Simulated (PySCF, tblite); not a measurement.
# CF4: metal-cation adducts, part 2 of 2

tblite 0.8.0 and PySCF 2.14.0. Atoms count from 0.

## (12) Relaxing the molecule with GFN2-xTB

This step treats CF4Li+, `FC(F)(F)F.[Li+]`.

What the job is given:

```
{"job": {"kind": "relax", "xc": "GFN2-xTB", "basis": "xTB"}, "charge": 1, "multiplicity": 1}
F     -0.070500    -1.060000    -0.793100
C     -0.007400     0.010000    -0.029900
F     -0.208300     1.081500    -0.706500
F     -0.887800    -0.076700     0.938200
F      1.208200     0.056600     0.522300
Li    -0.236300    -2.752700    -1.731400
```

Log:

```text
step      E/eV     max force
  0    -569.70572    3.178
  1    -569.83838    0.918
  2    -569.85945    0.349
  3    -569.86649    0.344
  4    -569.87042    0.327
  5    -569.87790    0.413
  6    -569.88608    0.434
  7    -569.89210    0.250
  8    -569.89440    0.075
  9    -569.89462    0.063
 10    -569.89483    0.025
 11    -569.89490    0.023
 12    -569.89492    0.020
 13    -569.89495    0.019
 14    -569.89496    0.014
 15    -569.89497    0.014
 16    -569.89499    0.020
 17    -569.89502    0.034
 18    -569.89510    0.054
 19    -569.89527    0.073
 20    -569.89553    0.075
 21    -569.89576    0.045
 22    -569.89586    0.012
 23    -569.89587    0.006
```

Run time: 0.07 s. Hardware: 1 thread of Arm Neoverse V1, shared host.

Relaxation path:

| step | energy from step 0 (eV) | largest force (eV/Å) |
| --- | --- | --- |
| 0 | 0.0000 | 3.1776 |
| 1 | -0.1327 | 0.9179 |
| 2 | -0.1537 | 0.3494 |
| 3 | -0.1608 | 0.3439 |
| 4 | -0.1647 | 0.3268 |
| 5 | -0.1722 | 0.4128 |
| 6 | -0.1804 | 0.4336 |
| 7 | -0.1864 | 0.2500 |
| 8 | -0.1887 | 0.0753 |
| 9 | -0.1889 | 0.0630 |
| 10 | -0.1891 | 0.0251 |
| 11 | -0.1892 | 0.0228 |
| 12 | -0.1892 | 0.0197 |
| 13 | -0.1892 | 0.0189 |
| 14 | -0.1892 | 0.0140 |
| 15 | -0.1892 | 0.0136 |
| 16 | -0.1893 | 0.0199 |
| 17 | -0.1893 | 0.0340 |
| 18 | -0.1894 | 0.0536 |
| 19 | -0.1895 | 0.0731 |
| 20 | -0.1898 | 0.0749 |
| 21 | -0.1900 | 0.0454 |
| 22 | -0.1901 | 0.0124 |
| 23 | -0.1901 | 0.0065 |

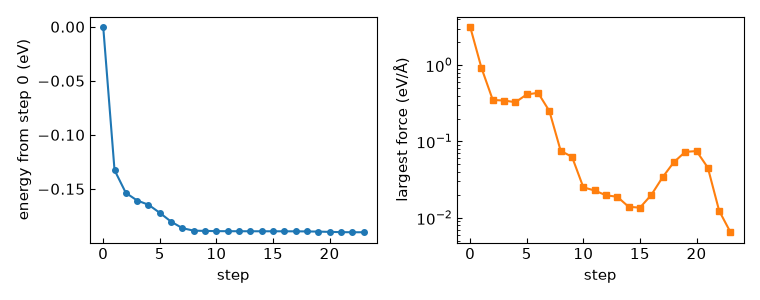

Energy and largest force along the relaxation.

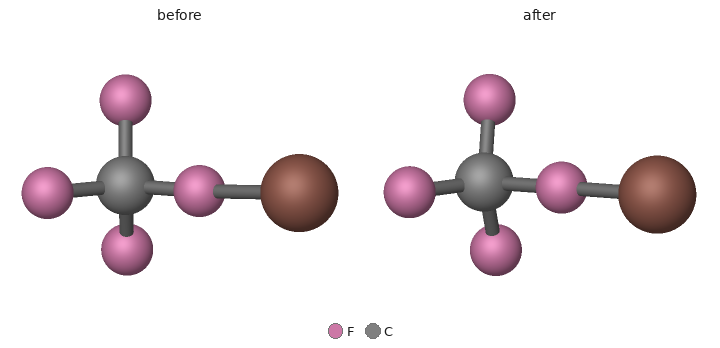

The geometry before (left) and after (right).

Distances of close pairs at the start and the end, largest changes first:

| bond | before (Å) | after (Å) | change (Å) |
| --- | --- | --- | --- |
| F0–Li5 | 1.942 | 1.751 | -0.191 |
| F0–C1 | 1.316 | 1.420 | +0.105 |
| C1–F4 | 1.336 | 1.288 | -0.048 |
| C1–F3 | 1.311 | 1.288 | -0.024 |
| C1–F2 | 1.283 | 1.288 | +0.005 |

The next job starts from the end point, and lists it.

## (13) Vibrational analysis with GFN2-xTB

What the job is given:

```
{"job": {"kind": "ir", "xc": "GFN2-xTB", "basis": "xTB"}, "charge": 1, "multiplicity": 1}
F     -0.091848    -1.146626    -0.756875
C      0.008428     0.034246     0.026263
F     -0.215098     1.009574    -0.784118
F     -0.892401    -0.076121     0.939556
F      1.205676     0.038279     0.499990
Li    -0.216845    -2.600702    -1.725195
```

Log:

```text
mode    cm-1     km/mol
  1      55.5     63.03
  2      55.7     63.13
  3     373.2    119.40
  4     376.4      1.15
  5     376.6      1.13
  6     537.3     52.47
  7     537.4     52.49
  8     571.6     23.71
  9     728.6    426.32
 10     960.2    196.94
 11    1259.0    491.18
 12    1259.3    490.91
ZPE 42.411  H(298)-E 61.232  G(298)-E -33.285 kJ/mol  S 317.01 J/(mol K)
```

Run time: 0.12 s. Hardware: 1 thread of Arm Neoverse V1, shared host.

Which atoms move in the most intense modes:

| cm⁻¹ | km/mol | atoms |
| --- | --- | --- |
| 56 | 63.0 | Li5 54 %, F0 21 %, F3 12 %, F2 11 % |
| 56 | 63.1 | Li5 54 %, F0 21 %, F4 16 % |
| 373 | 119.4 | Li5 79 % |
| 537 | 52.5 | F2 30 %, F4 23 %, F3 19 %, F0 14 % |
| 729 | 426.3 | C1 53 %, F0 24 % |
| 960 | 196.9 | C1 31 %, F2 23 %, F4 23 %, F3 23 % |
| 1259 | 491.2 | C1 73 %, F2 16 %, F3 11 % |
| 1259 | 490.9 | C1 73 %, F4 17 % |

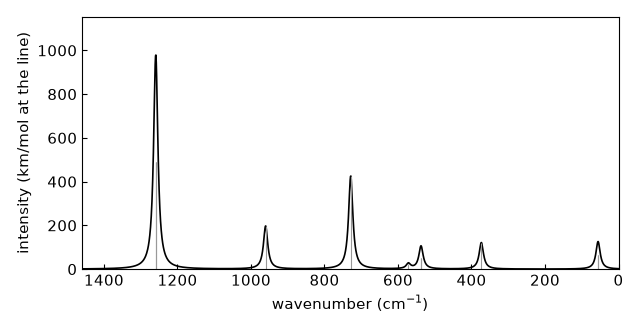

The infrared spectrum from these modes, unscaled. Lines are broadened to a width of 14 cm⁻¹ (Lorentzian).

## (14) Optimising the geometry at PBE0-D3(BJ)/def2-SVP

This step treats CF4Li+, `FC(F)(F)F.[Li+]`.

The job, as its differences from that of step 13:

```diff
@@ -1,2 +1,2 @@
-{"job": {"kind": "ir", "xc": "GFN2-xTB", "basis": "xTB"}, "charge": 1, "multiplicity": 1}
+{"job": {"xc": "PBE0", "basis": "def2-SVP", "d3": "d3bj", "grid": 1, "kind": "geom"}, "charge": 1, "multiplicity": 1}
 F     -0.091848    -1.146626    -0.756875
```

Log:

```text
step   0  E = -444.02957622  max force = 0.004067
step   1  E = -444.02978496  max force = 0.000961
step   2  E = -444.02983039  max force = 0.000633
step   3  E = -444.02983116  max force = 0.001313
step   4  E = -444.02977796  max force = 0.000790
step   5  E = -444.02984587  max force = 0.000550
step   6  E = -444.02985078  max force = 0.000422
optimisation converged
```

Run time: 13 s. Hardware: 1 thread of Arm Neoverse V1, shared host.

Relaxation path: (the energy doesn't fall at every step)

| step | energy from step 0 (eV) | largest force component (eV/Å) |
| --- | --- | --- |
| 0 | 0.0000 | 0.2091 |
| 1 | -0.0057 | 0.0494 |
| 2 | -0.0069 | 0.0326 |
| 3 | -0.0069 | 0.0675 |
| 4 | -0.0055 | 0.0406 |
| 5 | -0.0073 | 0.0283 |
| 6 | -0.0075 | 0.0217 |

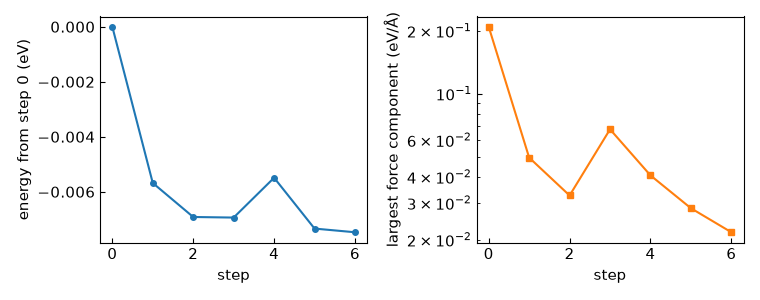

Energy and largest force along the relaxation.

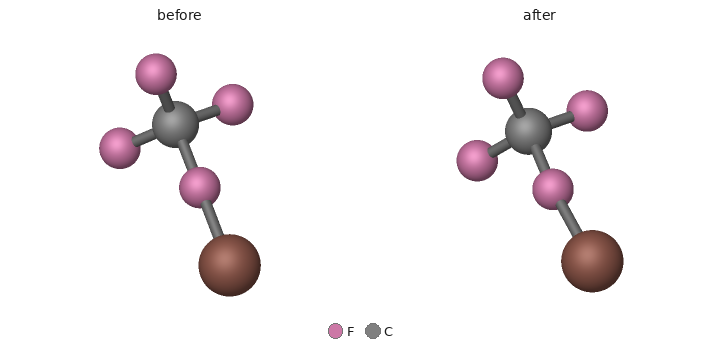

Before and after, at one scale.

Close pairs (by a distance rule), those that changed most:

| bond | before (Å) | after (Å) | change (Å) |
| --- | --- | --- | --- |
| F0–Li5 | 1.751 | 1.797 | +0.045 |
| C1–F4 | 1.288 | 1.290 | +0.003 |
| C1–F2 | 1.288 | 1.289 | +0.001 |
| C1–F3 | 1.288 | 1.289 | +0.001 |
| F0–C1 | 1.420 | 1.422 | +0.001 |

The final coordinates are the input of the step that follows.

| at the end point | value |
| --- | --- |
| rotational constants (GHz, main isotopes) | 5.776, 3.306, 3.304 |

## (15) Harmonic vibrations (CF4Li+): PBE0-D3(BJ)/def2-SVP

What the job is given:

```
{"job": {"xc": "PBE0", "basis": "def2-SVP", "d3": "d3bj", "grid": 2, "kind": "hessian"}, "charge": 1, "multiplicity": 1}
F     -0.163802    -1.167657    -0.703995
C      0.018287     0.068653    -0.026253
F     -0.116780     0.989805    -0.917633
F     -0.896290     0.113353     0.880597
F      1.208557     0.031148     0.470127
Li    -0.250531    -2.774982    -1.502712
```

Log:

```text
coarse grid: 6504 points
cycle   1  E = -443.8078689117  dE =  1.201e+00  |g| = 1.016e+00  |ddm| = 2.449e+00
cycle   2  E = -443.6607218604  dE =  1.471e-01  |g| = 1.438e+00  |ddm| = 1.499e+00
cycle   3  E = -443.9878262578  dE = -3.271e-01  |g| = 4.015e-02  |ddm| = 8.844e-01
cycle   4  E = -443.9879881042  dE = -1.618e-04  |g| = 2.229e-02  |ddm| = 3.364e-02
cycle   5  E = -443.9880571247  dE = -6.902e-05  |g| = 7.731e-03  |ddm| = 1.627e-02
cycle   6  E = -443.9880662972  dE = -9.173e-06  |g| = 6.843e-04  |ddm| = 4.459e-03
final grid: 68472 points
cycle   7  E = -444.0297699764  dE = -8.042e-05  |g| = 5.589e-03  |ddm| = 1.704e-02
cycle   8  E = -444.0297690762  dE =  9.002e-07  |g| = 5.927e-03  |ddm| = 6.342e-03
cycle   9  E = -444.0297744044  dE = -5.328e-06  |g| = 1.107e-03  |ddm| = 3.888e-03
cycle  10  E = -444.0297745894  dE = -1.850e-07  |g| = 1.009e-04  |ddm| = 6.216e-04
cycle  11  E = -444.0297745910  dE = -1.600e-09  |g| = 2.962e-05  |ddm| = 8.258e-05
cycle  12  E = -444.0297745912  dE = -1.255e-10  |g| = 8.041e-06  |ddm| = 1.997e-05
cycle  13  E = -444.0297745912  dE = -9.663e-12  |g| = 2.086e-06  |ddm| = 5.745e-06
converged SCF energy = -444.0297745912

mode    cm-1
  1      29.1
  2      31.7
  3     409.8
  4     428.4
  5     429.9
  6     627.2
  7     627.8
  8     651.3
  9     880.1
 10    1108.5
 11    1441.7
 12    1446.3
ZPE 48.520  H(298)-E 66.671  G(298)-E -30.395 kJ/mol  S 325.56 J/(mol K)
```

It took 44 s on 1 thread of Arm Neoverse V1, shared host; peak memory 1.2 GiB.

Zero-point energy 48.52 kJ/mol (xTB gave 42.41).

## (16) Single point (CF4Li+): wB97X-D3(BJ)/def2-TZVP

Geometry: PBE0-D3(BJ)/def2-SVP.

What the job is given:

```
{"job": {"kind": "sp", "xc": "wB97X", "basis": "def2-TZVP", "d3": "d3bj", "grid": 2}, "charge": 1, "multiplicity": 1}
F     -0.163802    -1.167657    -0.703995
C      0.018287     0.068653    -0.026253
F     -0.116780     0.989805    -0.917633
F     -0.896290     0.113353     0.880597
F      1.208557     0.031148     0.470127
Li    -0.250531    -2.774982    -1.502712
```

Log:

```text
coarse grid: 6504 points
cycle   1  E = -444.8087111824  dE =  1.317e+00  |g| = 1.135e+00  |ddm| = 1.943e+00
cycle   2  E = -444.8195884170  dE = -1.088e-02  |g| = 1.240e+00  |ddm| = 1.002e+00
cycle   3  E = -445.0300265688  dE = -2.104e-01  |g| = 6.071e-02  |ddm| = 4.451e-01
cycle   4  E = -445.0305352652  dE = -5.087e-04  |g| = 1.857e-02  |ddm| = 4.025e-02
cycle   5  E = -445.0305920570  dE = -5.679e-05  |g| = 4.531e-03  |ddm| = 1.667e-02
cycle   6  E = -445.0305947381  dE = -2.681e-06  |g| = 2.177e-03  |ddm| = 3.140e-03
final grid: 68472 points
cycle   7  E = -445.0324384666  dE = -2.724e-04  |g| = 1.383e-02  |ddm| = 4.386e-02
cycle   8  E = -445.0324408770  dE = -2.410e-06  |g| = 1.278e-02  |ddm| = 8.630e-03
cycle   9  E = -445.0324606957  dE = -1.982e-05  |g| = 9.661e-04  |ddm| = 4.412e-03
cycle  10  E = -445.0324608373  dE = -1.417e-07  |g| = 3.234e-04  |ddm| = 5.278e-04
cycle  11  E = -445.0324608523  dE = -1.502e-08  |g| = 1.058e-04  |ddm| = 1.596e-04
cycle  12  E = -445.0324608541  dE = -1.778e-09  |g| = 2.903e-05  |ddm| = 5.694e-05
converged SCF energy = -445.0324608541
```

Run time: 5.1 s. Hardware: 1 thread of Arm Neoverse V1, shared host; peak memory 0.67 GiB.

## (17) Metal-cation adducts: wB97X-D3(BJ)/def2-TZVP

This step combines the energies above: geometries from PBE0-D3(BJ)/def2-SVP, zero-point and thermal terms from PBE0-D3(BJ)/def2-SVP.

What the job is given:

```
{"job": {"kind": "mc", "partners": ["Ca2+", "K+", "Li+"], "geom": {"xc": "PBE0", "basis": "def2-SVP", "d3": "d3bj", "grid": 1}, "hess": 1, "level": {"xc": "wB97X", "basis": "def2-TZVP", "d3": "d3bj"}}, "charge": 0, "multiplicity": 1}
F     -0.086709    -1.053892    -0.787792
C      0.003363     0.001319    -0.006881
F     -0.225778     1.089066    -0.709711
F     -0.885283    -0.091273     0.958843
F      1.211418     0.060452     0.510931
```

Output (the driver's rows laid out field by field):

```text
metal-cation adducts, wB97X-D3(BJ)/def2-TZVP // PBE0-D3(BJ)/def2-SVP

row 1
  formula                 CF4K
  charge                  1
  multiplicity            1
  smiles                  FC(F)(F)F.[K+]
  kept                    yes
  pieces                  1
  point_group             C1
  partner                 K+
  start_atom              0
  bound_to                0 F 2.637
  nearest                 0 F 2.637
  parent_bonds_kept       yes
  electronic              22.2
  enthalpy                21.3
  free_energy             1.3

row 2
  formula                 CF4Li
  charge                  1
  multiplicity            1
  smiles                  FC(F)(F)F.[Li+]
  kept                    yes
  pieces                  1
  point_group             Cs
  partner                 Li+
  start_atom              0
  bound_to                0 F 1.797
  nearest                 0 F 1.797
  parent_bonds_kept       yes
  electronic              54.26
  enthalpy                52.92
  free_energy             32.53
  partner_charge          0.949
```

Wall time 3.5 min (1 thread of Arm Neoverse V1, shared host).

Some single points behind these values are not shown above.

Energy given off on binding (kJ/mol, gas phase, 298 K for the thermal columns):

| partner | nearest atom | electronic | enthalpy | free energy |
| --- | --- | --- | --- | --- |
| K+ | F0, 2.64 Å | 22.2 | 21.3 | 1.3 |
| Li+ | F0, 1.80 Å | 54.3 | 52.9 | 32.5 |

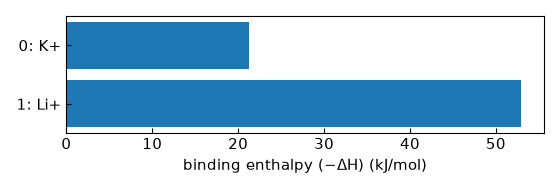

Energy given off on binding, as enthalpies.

## (18) Summary of results

This closing draws on all 2 parts.

```
                                            quantity                  value
           strongest single infrared mode (GFN2-xTB)  1148 cm⁻¹, 476 km/mol
                        zero-point energy (GFN2-xTB)           9.6 kcal/mol
                                         point group                     Td
                rotational constants (main isotopes)   5.77, 5.76, 5.76 GHz
 binding enthalpy (−ΔH), K+ (wB97X-D3(BJ)/def2-TZVP)            21.3 kJ/mol
binding enthalpy (−ΔH), Li+ (wB97X-D3(BJ)/def2-TZVP)            52.9 kJ/mol
```

**Reading.** No mode is imaginary among the 9: a minimum at this level. Unscaled tight-binding wavenumbers are off by several per cent, some by more. Its intensities can rank the bands wrongly. Relaxing lowered the energy by 0.003 eV in 4 steps; the close pair that moved most is F0–C1, from 1.314 to 1.316 Å (PBE0/def2-SVP). At wB97X-D3(BJ)/def2-TZVP the binding enthalpy (−ΔH) runs from 21.3 kJ/mol (K+) to 52.9 kJ/mol (Li+).
